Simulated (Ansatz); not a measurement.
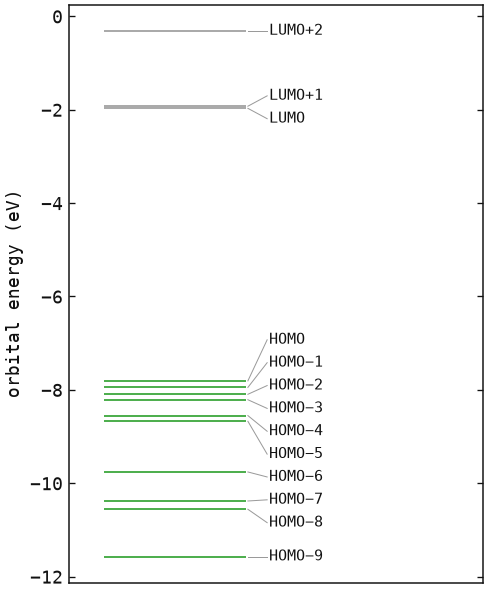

C₂HCl₂Si, SMILES [C]#C[SiH](Cl)Cl, doublet. Kohn-Sham orbital energies near the frontier (alpha spin), revPBE/def2-TZVPP with the Ansatz code, at a PBE0-D4/def2-TZVP geometry (a minimum by its frequencies), isolated molecule; empty levels in grey, levels within 0.03 eV side by side.

Where do the highest filled and lowest empty alpha orbitals lie?

HOMO at −7.81 eV, LUMO at −1.97 eV, 5.84 eV apart.

And the beta frontier levels?

Beta HOMO −7.53 eV, beta LUMO −6.35 eV.
